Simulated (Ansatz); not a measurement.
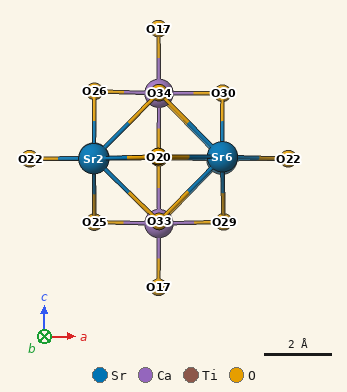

This is the input geometry for a relaxation of a defect cell of composition Sr$_{8}$Ca$_{2}$Ti$_{6}$O$_{24}$. The picture is a ball-and-stick view of the atoms within 4.2 Å of the atom that moves most (axes of the cell of the calculation (origin shifted)), seen along the b axis.

The atoms of the start lie slightly off their symmetric places, so part of the fall in energy undoes that.

The calculation used Ansatz 0.2.0, DFT, PBEsol, PAW, plane waves.

Input
```yaml
crystal:
  lattice:
    - [7.782821, 0.000000, 0.000000]
    - [0.000000, 7.782821, 0.000000]
    - [0.000000, 0.000000, 7.782821]
  atoms:
    - { symbol: Sr, position: [0.000539, 0.997890, 0.997281] }
    - { symbol: Sr, position: [0.999814, 0.002843, 0.497098] }
    - { symbol: Sr, position: [0.001472, 0.499076, 0.003133] }
    - { symbol: Sr, position: [0.000146, 0.496844, 0.499437] }
    - { symbol: Sr, position: [0.499813, 0.007879, 0.999680] }
    - { symbol: Sr, position: [0.497103, 0.998582, 0.504407] }
    - { symbol: Sr, position: [0.498106, 0.502756, 0.998057] }
    - { symbol: Sr, position: [0.494950, 0.498937, 0.495006] }
    - { symbol: Ca, position: [0.251522, 0.247488, 0.246281], spin: 0.167 }
    - { symbol: Ca, position: [0.251741, 0.251925, 0.749842], spin: 0.167 }
    - { symbol: Ti, position: [0.249927, 0.751038, 0.246310] }
    - { symbol: Ti, position: [0.254288, 0.751612, 0.752499] }
    - { symbol: Ti, position: [0.746035, 0.249809, 0.249933] }
    - { symbol: Ti, position: [0.749203, 0.247942, 0.749630] }
    - { symbol: Ti, position: [0.748476, 0.748678, 0.249873] }
    - { symbol: Ti, position: [0.751100, 0.743010, 0.752598] }
    - { symbol: O, position: [0.249671, 0.252147, 0.999996], spin: 0.167 }
    - { symbol: O, position: [0.250970, 0.250935, 0.500221], spin: 0.167 }
    - { symbol: O, position: [0.251578, 0.753912, 0.999503] }
    - { symbol: O, position: [0.248962, 0.751350, 0.505386] }
    - { symbol: O, position: [0.747340, 0.250460, 0.994033] }
    - { symbol: O, position: [0.751668, 0.249606, 0.497015] }
    - { symbol: O, position: [0.754282, 0.749917, 0.003718] }
    - { symbol: O, position: [0.751399, 0.745445, 0.503819] }
    - { symbol: O, position: [0.001665, 0.252193, 0.251870], spin: 0.167 }
    - { symbol: O, position: [0.002262, 0.248588, 0.757415], spin: 0.167 }
    - { symbol: O, position: [0.000968, 0.752294, 0.249670] }
    - { symbol: O, position: [0.000109, 0.751316, 0.749496] }
    - { symbol: O, position: [0.501568, 0.249830, 0.252760], spin: 0.167 }
    - { symbol: O, position: [0.497242, 0.248235, 0.750009], spin: 0.167 }
    - { symbol: O, position: [0.499818, 0.751396, 0.250470] }
    - { symbol: O, position: [0.500717, 0.748417, 0.746066] }
    - { symbol: O, position: [0.251913, 0.997911, 0.254422], spin: 0.167 }
    - { symbol: O, position: [0.251741, 0.994935, 0.752218], spin: 0.167 }
    - { symbol: O, position: [0.254697, 0.499361, 0.247171], spin: 0.167 }
    - { symbol: O, position: [0.247160, 0.501195, 0.748711], spin: 0.167 }
    - { symbol: O, position: [0.747848, 0.001136, 0.250749] }
    - { symbol: O, position: [0.749706, 0.000641, 0.754369] }
    - { symbol: O, position: [0.750478, 0.503113, 0.249349] }
    - { symbol: O, position: [0.752783, 0.499170, 0.751883] }
  symmetry: { detect: false }
kpoints:
  mp_grid: { grid: [1, 1, 1], shift: [0.25, 0.25, 0.25] }
hamiltonian:
  xc: pbesol
magnetization:
  spin_polarized: true
  initial_magnetization: 2
  spin_locking: { lock_magnetization: hard }
scf:
  occupations: { method: fermi_dirac, width: 0.01 }
relax:
  f_tol: 0.03
  max_steps: 80
  escape_saddle: false
  adjacent_minimum: "off"
output:
  forces: true
  eigenvalues: true
  populations: true
```

Run as
```bash
ansatz run in.yaml --threads 8 --pin off --max-ram 118750MiB --runs-dir r --events-out ev --progress --plain --backend cuda --devices 0, --max-vram 170GiB
```

Predict the outcome.

Answer. The atom that moves furthest is O18 (1.54 Å along −a). By element the largest moves are O 1.54 Å, Sr 0.34 Å, Ca 0.18 Å, Ti 0.14 Å. The cell doesn't change. Some distances before and after: O18–O22 3.886 → 1.472 Å, Sr8–O18 2.708 → 4.152 Å, Sr6–O18 2.744 → 4.149 Å, Sr2–O25 2.722 → 3.428 Å. Bonds break, among them: Sr6–O18 (2.74 → 4.15 Å), Sr8–O18 (2.71 → 4.15 Å). Bond angles that change, for instance: Ca9–O18–Ca10 179.4° → 100.4°, Sr2–O18–Sr4 89.1° → 157.3°, O18–Ca9–O29 88.6° → 115.9°. Over 20 geometry steps the energy falls by 5.833 eV per cell of the calculation. Largest force component: 5.9 eV/Å at the start, 0.03 eV/Å at the end. Cost: 30 s on 1 × NVIDIA GB200 with 8 threads of Arm Neoverse-V2, peak memory 1.7 GiB.

History of the run:

```tsv
step	E − E(0), meV/atom	largest force component, eV/Å
0	0.00	5.9188
1	-65.30	1.8147
2	-76.49	0.7574
3	-87.52	0.8780
4	-97.72	0.9471
5	-106.93	0.6187
6	-111.01	0.5195
7	-114.11	0.6878
8	-115.98	0.4932
9	-121.63	1.1802
10	-135.82	1.6246
11	-139.86	0.9925
12	-142.32	0.3377
13	-142.91	0.6937
14	-144.53	0.2917
15	-145.28	0.1593
16	-145.47	0.2519
17	-145.64	0.1382
18	-145.71	0.0547
19	-145.77	0.0362
20	-145.83	0.0299
```

The structure at the end:

```
Sr Ca Ti O
1.0
     7.78282    0.00000    0.00000
     0.00000    7.78282    0.00000
     0.00000    0.00000    7.78282
Sr Ca Ti O
8 2 6 24
Direct
  0.99843 0.99288 0.99786
  0.99581 0.95939 0.50105
  0.99671 0.50927 0.00041
  0.99397 0.53954 0.49925
  0.49905 0.99469 0.99950
  0.51268 0.97955 0.50375
  0.49776 0.50596 0.00443
  0.51381 0.51835 0.50016
  0.24819 0.24708 0.26951
  0.24361 0.25249 0.73284
  0.25032 0.74515 0.24454
  0.25280 0.75499 0.75502
  0.75752 0.25032 0.23788
  0.75258 0.25006 0.76700
  0.74694 0.75175 0.24373
  0.74887 0.74905 0.75679
  0.31363 0.24832 0.99978
  0.05300 0.24961 0.49970
  0.24250 0.75268 0.99975
  0.26141 0.74704 0.49984
  0.68344 0.25127 0.00212
  0.86393 0.24942 0.49837
  0.76379 0.74840 0.00026
  0.74307 0.75107 0.50054
  0.98318 0.25238 0.17238
  0.97622 0.25168 0.82474
  0.00229 0.74569 0.25241
  0.99859 0.74987 0.74867
  0.53782 0.24718 0.34383
  0.52636 0.24958 0.66393
  0.50696 0.75541 0.23151
  0.50381 0.75020 0.76933
  0.25859 0.97747 0.30325
  0.25257 0.98327 0.71581
  0.27025 0.51603 0.27424
  0.25385 0.52241 0.69752
  0.75854 0.99854 0.24443
  0.74853 0.99907 0.75617
  0.75016 0.50157 0.24793
  0.74922 0.50116 0.75120
```

The end point in the same view:

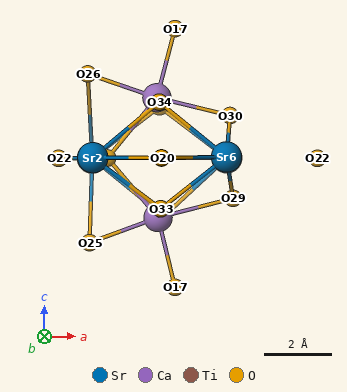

Limits of the set-up: the periodic images lie only 7.8 Å apart, so the values are limited by the cell's size.
